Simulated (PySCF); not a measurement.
# Run report: C7H18AlP, geometry relaxation

- system: C7H18AlP
- method: PBE0-D3(BJ)/def2-SVP geometry optimisation, gas phase (PySCF 2.14.0)

It belongs to a series of runs on one base structure; here: phosphine turned into its AlH3 adduct.

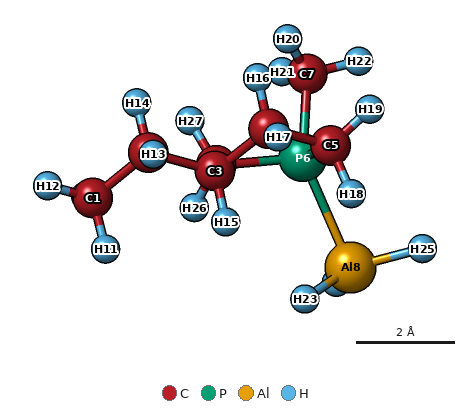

*The structure as given in the input (ball-and-stick view, seen at a tilt; atoms are numbered from 1 in the order of the input). Sticks mark near contacts.*

**Key numbers**

```json
{"quantity": "outcome", "value": "converged"}
{"quantity": "total energy", "value": "−860.437158 hartree"}
{"quantity": "dipole moment", "value": "6.47 D"}
{"quantity": "point group", "value": "C1"}
{"quantity": "hardware", "value": "1 CPU thread, shared host"}
{"quantity": "wall time", "value": "5.6 min"}
{"quantity": "peak memory", "value": "0.99 GiB"}
```

**Input file**
```
{"job": {"xc": "PBE0", "basis": "def2-SVP", "d3": "d3bj", "grid": 1, "shake": 0.01, "kind": "geom"}, "charge": 0, "multiplicity": 1}
C      3.211390     0.744970    -0.561930
C      2.384760    -0.494880    -0.264660
C      0.988020    -0.192060     0.308760
C      0.291240    -1.457580     0.717970
C     -1.156400    -1.034460     1.092260
P     -1.644810     0.276690    -0.109160
C     -2.355320    -0.723300    -1.480590
Al    -2.281670     1.981800     1.553550
C      0.096180     0.554320    -0.652360
H      2.701610     1.363520    -1.324230
H      3.284020     1.377370     0.337390
H      4.191780     0.509260    -0.911320
H      2.914310    -1.087620     0.448900
H      2.262970    -1.078480    -1.168580
H      1.120150     0.423590     1.210130
H      0.226830    -2.133520    -0.120590
H      0.756680    -1.956830     1.547090
H     -1.169630    -0.543500     2.096230
H     -1.872310    -1.858310     1.119750
H     -1.755610    -1.565780    -1.717210
H     -2.494880    -0.087550    -2.369030
H     -3.342170    -1.090260    -1.183810
H     -0.816330     2.117110     2.091080
H     -2.863690     3.140900     0.666640
H     -3.258740     1.048650     2.388030
H      0.295250     1.634320    -0.684710
H      0.215590     0.142830    -1.669800
```

The first line tells a small driver script what to run in PySCF; the rest is the geometry in Å.

Launched with:
```bash
OMP_NUM_THREADS=1 python <driver script> task.json out
```

**The program's output**
```
step   0  E = -860.42165742  max force = 0.038015
step   1  E = -860.43383447  max force = 0.008997
step   2  E = -860.43497820  max force = 0.005194
step   3  E = -860.43610108  max force = 0.004876
step   4  E = -860.43647988  max force = 0.004513
step   5  E = -860.43685417  max force = 0.003218
step   6  E = -860.43698322  max force = 0.002393
step   7  E = -860.43707452  max force = 0.001758
step   8  E = -860.43711169  max force = 0.000815
step   9  E = -860.43713532  max force = 0.000527
step  10  E = -860.43714744  max force = 0.000736
step  11  E = -860.43715682  max force = 0.000838
step  12  E = -860.43715820  max force = 0.000437
optimisation converged
```

**Trajectory as extended XYZ (Å, eV, eV/Å), 8 of the 13 frames kept, from step=0 to step=12**
```
27
Properties=species:S:1:pos:R:3:forces:R:3 step=0 energy=-23413.26586
C     3.2114    0.7450   -0.5619   -1.5380   0.5473   0.2517
C     2.3848   -0.4949   -0.2647   -0.5796   1.3769  -0.0198
C     0.9880   -0.1921    0.3088    1.4038  -0.1169   0.0465
C     0.2912   -1.4576    0.7180   -1.9548   0.8220   0.1638
C    -1.1564   -1.0345    1.0923    0.7469   0.0658   0.6575
P    -1.6448    0.2767   -0.1092    0.4114  -0.7399   0.0944
C    -2.3553   -0.7233   -1.4806   -1.1903   1.5492   0.2621
Al   -2.2817    1.9818    1.5535   -0.7092   0.0178  -0.4125
C     0.0962    0.5543   -0.6524   -0.2276   0.3642  -0.5780
H     2.7016    1.3635   -1.3242    0.2165  -0.0540   0.0083
H     3.2840    1.3774    0.3374    0.1609  -0.0271   0.0108
H     4.1918    0.5093   -0.9113    1.0915  -0.2475  -0.3724
H     2.9143   -1.0876    0.4489    0.5581  -0.8495   0.7635
H     2.2630   -1.0785   -1.1686   -0.0417  -0.5145  -0.5693
H     1.1201    0.4236    1.2101   -0.0088   0.1453   0.1472
H     0.2268   -2.1335   -0.1206    0.1625  -0.6667  -0.6337
H     0.7567   -1.9568    1.5471    0.5384  -0.4712   0.6204
H    -1.1696   -0.5435    2.0962    0.0096  -0.3634  -0.3903
H    -1.8723   -1.8583    1.1198   -0.2142  -0.1863   0.0059
H    -1.7556   -1.5658   -1.7172    1.0352  -1.0241  -0.2745
H    -2.4949   -0.0876   -2.3690    0.0561  -0.0806   0.0006
H    -3.3422   -1.0903   -1.1838   -0.2387   0.0031   0.0851
H    -0.8163    2.1171    2.0911    0.5692  -0.0246   0.1346
H    -2.8637    3.1409    0.6666   -0.1900   0.4504  -0.0876
H    -3.2587    1.0487    2.3880   -0.1726  -0.0779   0.1955
H     0.2953    1.6343   -0.6847    0.1257  -0.0122  -0.0697
H     0.2156    0.1428   -1.6698   -0.0203   0.1143  -0.0403
27
Properties=species:S:1:pos:R:3:forces:R:3 step=2 energy=-23413.62834
C     3.2463    0.7481   -0.5777   -0.0666   0.0280   0.0006
C     2.4394   -0.5043   -0.2709   -0.0408   0.0745   0.0475
C     1.0555   -0.2266    0.3137    0.1276  -0.0600  -0.0129
C     0.3057   -1.4976    0.7165   -0.1389   0.0496  -0.0013
C    -1.1062   -1.0849    1.1285    0.0531   0.0118  -0.0290
P    -1.6020    0.2588   -0.0548    0.2023  -0.1636   0.2671
C    -2.4184   -0.6478   -1.4199   -0.1030   0.0609   0.0280
Al   -2.4562    2.0210    1.4700   -0.0588   0.0031  -0.2092
C     0.1353    0.5397   -0.6463   -0.0975   0.0850  -0.0701
H     2.7588    1.3689   -1.3460    0.0135  -0.0215  -0.0091
H     3.3598    1.3764    0.3204    0.0261  -0.0189   0.0026
H     4.2529    0.4996   -0.9448    0.0067  -0.0047   0.0027
H     2.9943   -1.1336    0.4456    0.0126  -0.0101  -0.0198
H     2.3207   -1.1102   -1.1875    0.0135  -0.0283   0.0060
H     1.1838    0.3905    1.2220   -0.0422   0.0105   0.0051
H     0.2651   -2.1827   -0.1496    0.0201  -0.0328   0.0186
H     0.8162   -2.0320    1.5324    0.0480  -0.0261  -0.0243
H    -1.1082   -0.6401    2.1365   -0.0031  -0.0094  -0.0078
H    -1.8380   -1.9061    1.1327   -0.0082   0.0074  -0.0283
H    -1.8248   -1.5310   -1.7004   -0.0031   0.0191  -0.0234
H    -2.5402    0.0060   -2.2957    0.0182   0.0129   0.0088
H    -3.4173   -0.9717   -1.0927    0.0031   0.0071  -0.0019
H    -0.9573    2.1740    2.0498    0.0007  -0.0035   0.0402
H    -3.0490    3.2330    0.6068    0.0035   0.0041  -0.0069
H    -3.4652    1.1082    2.3249    0.0018  -0.0008   0.0182
H     0.3522    1.6166   -0.6826    0.0217  -0.0070   0.0024
H     0.2289    0.1395   -1.6706   -0.0103   0.0124  -0.0037
27
Properties=species:S:1:pos:R:3:forces:R:3 step=3 energy=-23413.65889
C     3.2406    0.7611   -0.5853    0.0331  -0.0405   0.0239
C     2.4520   -0.5005   -0.2702   -0.0213  -0.0141  -0.0423
C     1.0699   -0.2472    0.3197   -0.0936   0.0318  -0.0320
C     0.3234   -1.5285    0.7091    0.2507  -0.0238  -0.0154
C    -1.0777   -1.1288    1.1500   -0.0483  -0.0421  -0.0632
P    -1.5836    0.2256   -0.0056    0.0454   0.0873   0.1145
C    -2.4468   -0.6131   -1.3829   -0.0653   0.0860   0.0463
Al   -2.4759    2.0287    1.4091   -0.0209   0.0006  -0.0156
C     0.1351    0.5324   -0.6232    0.0228  -0.0347  -0.0422
H     2.7492    1.3738   -1.3571   -0.0187   0.0040   0.0300
H     3.3706    1.3873    0.3124   -0.0397   0.0039  -0.0230
H     4.2442    0.5129   -0.9585    0.0404  -0.0011  -0.0236
H     3.0237   -1.1291    0.4325    0.0156   0.0212   0.0531
H     2.3403   -1.1125   -1.1845   -0.0171   0.0212  -0.0099
H     1.1830    0.3634    1.2356    0.0182  -0.0318  -0.0014
H     0.2891   -2.2073   -0.1628   -0.0750   0.0364  -0.0195
H     0.8653   -2.0765    1.4965   -0.0372   0.0114   0.0472
H    -1.0724   -0.7048    2.1670   -0.0019   0.0003  -0.0227
H    -1.8117   -1.9476    1.1366   -0.0002  -0.0137   0.0087
H    -1.8901   -1.4995   -1.7139    0.0284  -0.0805  -0.0169
H    -2.5480    0.0817   -2.2299   -0.0251   0.0135   0.0299
H    -3.4542   -0.9092   -1.0527    0.0351   0.0054  -0.0292
H    -1.0128    2.2151    2.0744   -0.0156   0.0016   0.0087
H    -3.0235    3.2140    0.4788    0.0093  -0.0282  -0.0326
H    -3.5234    1.1593    2.2681   -0.0125   0.0175  -0.0065
H     0.3530    1.6099   -0.6466   -0.0234  -0.0161   0.0255
H     0.2127    0.1513   -1.6561    0.0170  -0.0155   0.0079
27
Properties=species:S:1:pos:R:3:forces:R:3 step=5 energy=-23413.67938
C     3.2384    0.7718   -0.5933    0.0305  -0.0160  -0.0062
C     2.4757   -0.5056   -0.2805    0.0403  -0.0442  -0.0293
C     1.0971   -0.2827    0.3266   -0.0791   0.0527   0.0100
C     0.3680   -1.5790    0.6892    0.0490  -0.0521   0.0028
C    -1.0319   -1.2023    1.1660   -0.0328  -0.0213  -0.0313
P    -1.5569    0.1947    0.0756    0.0025   0.0706  -0.0492
C    -2.4834   -0.5503   -1.3116    0.0226  -0.0223  -0.0234
Al   -2.5119    2.0575    1.3297    0.0079   0.0069   0.1655
C     0.1434    0.5126   -0.5819    0.0463  -0.0376   0.0079
H     2.7233    1.3814   -1.3516   -0.0066   0.0066   0.0061
H     3.3614    1.3943    0.3072   -0.0137   0.0077   0.0004
H     4.2440    0.5496   -0.9815   -0.0123  -0.0010   0.0038
H     3.0666   -1.1261    0.4152   -0.0092   0.0137   0.0057
H     2.3645   -1.1116   -1.1990   -0.0076   0.0129   0.0024
H     1.2139    0.3014    1.2593    0.0287  -0.0123  -0.0005
H     0.3060   -2.2262   -0.2047   -0.0040   0.0216  -0.0081
H     0.9196   -2.1521    1.4519   -0.0188   0.0160   0.0082
H    -1.0160   -0.8181    2.1979    0.0063  -0.0086   0.0046
H    -1.7624   -2.0238    1.1281    0.0109  -0.0065   0.0133
H    -1.9770   -1.4401   -1.7157    0.0029   0.0080   0.0157
H    -2.5805    0.2029   -2.1074   -0.0197  -0.0053  -0.0020
H    -3.4938   -0.8216   -0.9735   -0.0016  -0.0087   0.0092
H    -1.1325    2.3226    2.1328   -0.0149   0.0244  -0.0169
H    -2.9494    3.1347    0.2245    0.0076  -0.0196  -0.0411
H    -3.6545    1.2863    2.1629   -0.0198   0.0167  -0.0407
H     0.3575    1.5904   -0.5830   -0.0099   0.0026  -0.0093
H     0.2029    0.1510   -1.6229   -0.0055  -0.0047   0.0025
27
Properties=species:S:1:pos:R:3:forces:R:3 step=7 energy=-23413.68538
C     3.2478    0.7603   -0.6037   -0.0210   0.0155  -0.0028
C     2.4842   -0.5184   -0.2985   -0.0044   0.0158   0.0144
C     1.1125   -0.2951    0.3297    0.0373  -0.0149   0.0045
C     0.3844   -1.5965    0.6728   -0.0904   0.0105   0.0060
C    -1.0138   -1.2271    1.1676    0.0242   0.0037   0.0081
P    -1.5435    0.2017    0.1174    0.0042  -0.0101  -0.0048
C    -2.4873   -0.5248   -1.2687    0.0036  -0.0102  -0.0161
Al   -2.5477    2.0866    1.3216    0.0206  -0.0055   0.0333
C     0.1537    0.5159   -0.5548   -0.0151   0.0051   0.0101
H     2.7235    1.3810   -1.3467    0.0074  -0.0051  -0.0102
H     3.3753    1.3734    0.3027    0.0142  -0.0041   0.0050
H     4.2490    0.5429   -1.0047   -0.0045  -0.0001   0.0063
H     3.0788   -1.1460    0.3873   -0.0020  -0.0108  -0.0165
H     2.3575   -1.1113   -1.2228    0.0044  -0.0069   0.0006
H     1.2515    0.2675    1.2722   -0.0058   0.0079   0.0003
H     0.3076   -2.2175   -0.2379    0.0275  -0.0170   0.0062
H     0.9346   -2.1876    1.4216    0.0146  -0.0062  -0.0116
H    -0.9880   -0.8740    2.2104    0.0047  -0.0046   0.0054
H    -1.7424   -2.0493    1.1156   -0.0062   0.0071  -0.0012
H    -1.9802   -1.4051   -1.6924    0.0017   0.0215   0.0030
H    -2.6098    0.2399   -2.0498    0.0004  -0.0060  -0.0081
H    -3.4887   -0.8113   -0.9163    0.0010  -0.0067   0.0151
H    -1.2380    2.4210    2.2030   -0.0027   0.0080  -0.0057
H    -2.8948    3.0750    0.1022   -0.0009   0.0052  -0.0028
H    -3.7618    1.3568    2.0827   -0.0135  -0.0030  -0.0199
H     0.3707    1.5931   -0.5515    0.0072   0.0019  -0.0106
H     0.1969    0.1608   -1.5985   -0.0066   0.0088  -0.0079
27
Properties=species:S:1:pos:R:3:forces:R:3 step=9 energy=-23413.68703
C     3.2527    0.7496   -0.6119   -0.0009  -0.0019   0.0036
C     2.4824   -0.5260   -0.3102   -0.0082   0.0040   0.0020
C     1.1170   -0.2990    0.3298    0.0038  -0.0108  -0.0029
C     0.3820   -1.5987    0.6701    0.0120   0.0069  -0.0035
C    -1.0101   -1.2250    1.1739    0.0016   0.0005   0.0060
P    -1.5391    0.2101    0.1312    0.0026   0.0071   0.0096
C    -2.4817   -0.5180   -1.2554   -0.0030  -0.0004   0.0089
Al   -2.5622    2.0952    1.3238    0.0018  -0.0019  -0.0271
C     0.1571    0.5234   -0.5438   -0.0091  -0.0046  -0.0111
H     2.7301    1.3786   -1.3490   -0.0002  -0.0006   0.0006
H     3.3941    1.3547    0.2979   -0.0015  -0.0004  -0.0014
H     4.2492    0.5257   -1.0203    0.0035  -0.0006  -0.0015
H     3.0783   -1.1650    0.3635    0.0016  -0.0030   0.0006
H     2.3447   -1.1113   -1.2379   -0.0006   0.0016  -0.0023
H     1.2649    0.2576    1.2747   -0.0009   0.0015  -0.0012
H     0.3043   -2.2177   -0.2420   -0.0040  -0.0014   0.0010
H     0.9367   -2.1952    1.4116   -0.0018  -0.0012   0.0031
H    -0.9767   -0.8793    2.2190    0.0021   0.0031  -0.0021
H    -1.7441   -2.0423    1.1206   -0.0034   0.0025   0.0018
H    -1.9630   -1.3882   -1.6841    0.0023  -0.0035  -0.0069
H    -2.6193    0.2465   -2.0340   -0.0023   0.0034   0.0030
H    -3.4758   -0.8213   -0.8957    0.0035  -0.0013  -0.0013
H    -1.2833    2.4445    2.2409   -0.0001  -0.0065   0.0068
H    -2.8705    3.0737    0.0840   -0.0003   0.0052   0.0084
H    -3.8069    1.3652    2.0333   -0.0018  -0.0021   0.0001
H     0.3803    1.5995   -0.5392    0.0005  -0.0014   0.0077
H     0.1913    0.1745   -1.5901    0.0030   0.0055  -0.0018
27
Properties=species:S:1:pos:R:3:forces:R:3 step=10 energy=-23413.68737
C     3.2551    0.7431   -0.6161    0.0095  -0.0075   0.0021
C     2.4806   -0.5302   -0.3160    0.0004  -0.0073  -0.0059
C     1.1181   -0.3004    0.3282   -0.0156   0.0002  -0.0004
C     0.3800   -1.5979    0.6707    0.0379  -0.0040  -0.0035
C    -1.0091   -1.2197    1.1780   -0.0119   0.0013   0.0023
P    -1.5377    0.2145    0.1340    0.0051   0.0085   0.0045
C    -2.4788   -0.5161   -1.2523   -0.0007  -0.0014   0.0107
Al   -2.5665    2.0966    1.3247   -0.0093   0.0022  -0.0268
C     0.1582    0.5268   -0.5416    0.0011  -0.0094  -0.0148
H     2.7339    1.3760   -1.3509   -0.0029   0.0018   0.0039
H     3.4022    1.3450    0.2950   -0.0064   0.0017  -0.0021
H     4.2498    0.5158   -1.0273    0.0019  -0.0003  -0.0024
H     3.0763   -1.1746    0.3529    0.0004   0.0019   0.0050
H     2.3382   -1.1121   -1.2453   -0.0024   0.0047  -0.0016
H     1.2696    0.2553    1.2732    0.0045  -0.0009  -0.0019
H     0.2997   -2.2189   -0.2398   -0.0111   0.0068  -0.0024
H     0.9357   -2.1950    1.4111   -0.0070   0.0023   0.0055
H    -0.9718   -0.8725    2.2225    0.0019   0.0047  -0.0031
H    -1.7464   -2.0343    1.1277    0.0002  -0.0009   0.0041
H    -1.9552   -1.3818   -1.6842    0.0008  -0.0056  -0.0049
H    -2.6228    0.2489   -2.0292   -0.0042   0.0042   0.0047
H    -3.4698   -0.8269   -0.8904    0.0011   0.0004  -0.0046
H    -1.2976    2.4400    2.2574   -0.0004  -0.0084   0.0078
H    -2.8630    3.0837    0.0889    0.0029   0.0031   0.0067
H    -3.8210    1.3624    2.0132    0.0026  -0.0008   0.0050
H     0.3845    1.6022   -0.5346   -0.0021  -0.0010   0.0110
H     0.1901    0.1815   -1.5893    0.0035   0.0037   0.0011
27
Properties=species:S:1:pos:R:3:forces:R:3 step=12 energy=-23413.68766
C     3.2645    0.7192   -0.6310    0.0097  -0.0053  -0.0024
C     2.4756   -0.5464   -0.3354    0.0094  -0.0149  -0.0102
C     1.1220   -0.3038    0.3217   -0.0216   0.0133   0.0060
C     0.3746   -1.5933    0.6729    0.0225  -0.0146   0.0053
C    -1.0065   -1.1997    1.1903   -0.0157   0.0034  -0.0056
P    -1.5334    0.2292    0.1390    0.0054  -0.0031  -0.0047
C    -2.4733   -0.5101   -1.2435    0.0054  -0.0015  -0.0002
Al   -2.5785    2.1000    1.3280   -0.0203   0.0063  -0.0041
C     0.1632    0.5366   -0.5376    0.0109  -0.0064  -0.0075
H     2.7464    1.3643   -1.3573   -0.0030   0.0024   0.0034
H     3.4249    1.3121    0.2837   -0.0040   0.0015  -0.0004
H     4.2536    0.4827   -1.0506   -0.0024  -0.0002  -0.0010
H     3.0684   -1.2047    0.3226   -0.0020   0.0057   0.0047
H     2.3179   -1.1178   -1.2687   -0.0017   0.0026   0.0010
H     1.2878    0.2493    1.2657    0.0079  -0.0020  -0.0022
H     0.2804   -2.2181   -0.2337   -0.0063   0.0110  -0.0057
H     0.9301   -2.1922    1.4121   -0.0053   0.0015   0.0004
H    -0.9562   -0.8429    2.2310    0.0025   0.0049  -0.0017
H    -1.7520   -2.0075    1.1540    0.0050  -0.0043   0.0057
H    -1.9393   -1.3644   -1.6859   -0.0027  -0.0012   0.0020
H    -2.6371    0.2572   -2.0143   -0.0022   0.0006   0.0008
H    -3.4555   -0.8395   -0.8750   -0.0025   0.0031  -0.0012
H    -1.3372    2.4109    2.3083   -0.0002  -0.0042   0.0040
H    -2.8383    3.1214    0.1127    0.0086  -0.0002  -0.0013
H    -3.8572    1.3552    1.9603    0.0067   0.0003   0.0075
H     0.3971    1.6103   -0.5196   -0.0048   0.0008   0.0058
H     0.1903    0.2035   -1.5893    0.0008   0.0009   0.0016
```

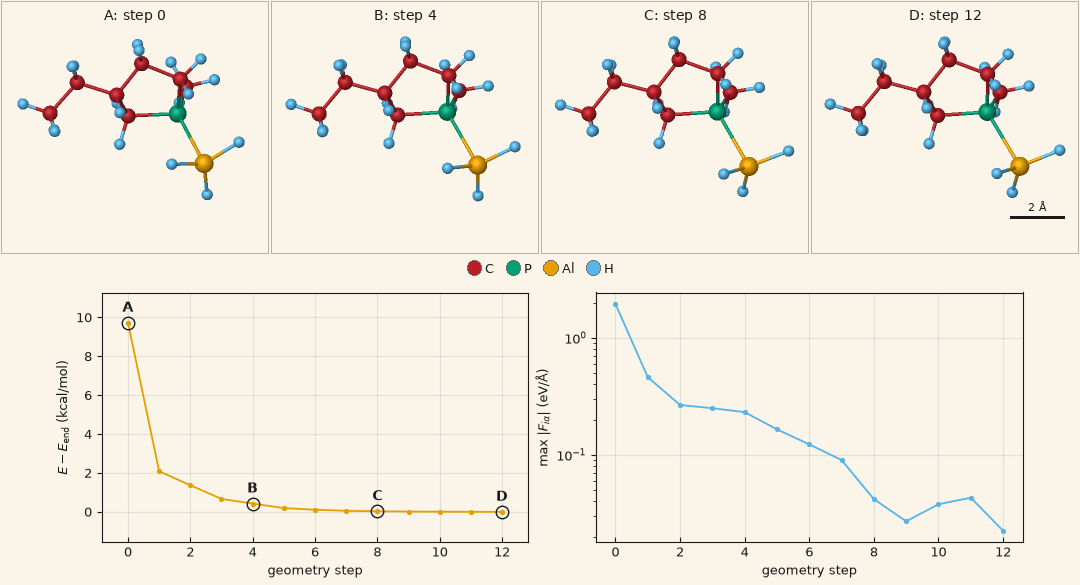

*Frames of the relaxation (ball-and-stick view, seen at a tilt) above the curves, on which the letters mark them (steps are counted from 0).*

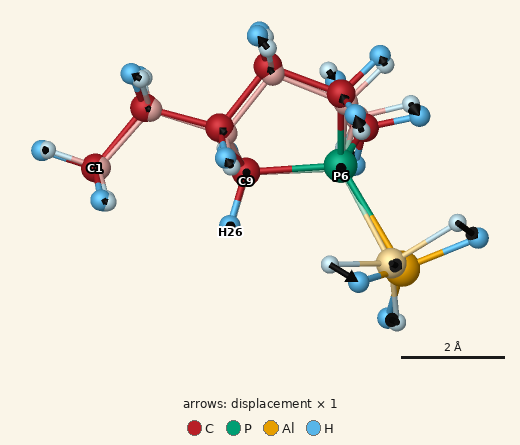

*Start (faint) and end (solid) with the displacements as black arrows, at true length (ball-and-stick view, seen at a tilt). The two geometries are laid on each other by the best rigid fit.*

The energy falls by 9.73 kcal/mol in 12 geometry steps. Largest force component: 2 eV/Å at the start, 0.022 eV/Å at the end. The largest move after the best rigid fit is that of H25, 0.81 Å. By element the largest moves are H 0.81 Å, Al 0.42 Å, C 0.31 Å, P 0.27 Å. Distances before and after: Al8–H23 1.567 → 1.612 Å, C7–H20 1.061 → 1.100 Å, C1–H12 1.067 → 1.100 Å, C3–C4 1.501 → 1.531 Å. Among the angles that change: C7–P6–Al8 141.2° → 117.2°, C5–P6–Al8 96.9° → 115.8°, Al8–P6–C9 109.8° → 116.2°. (Atoms are counted from 1 in the order of the input.)
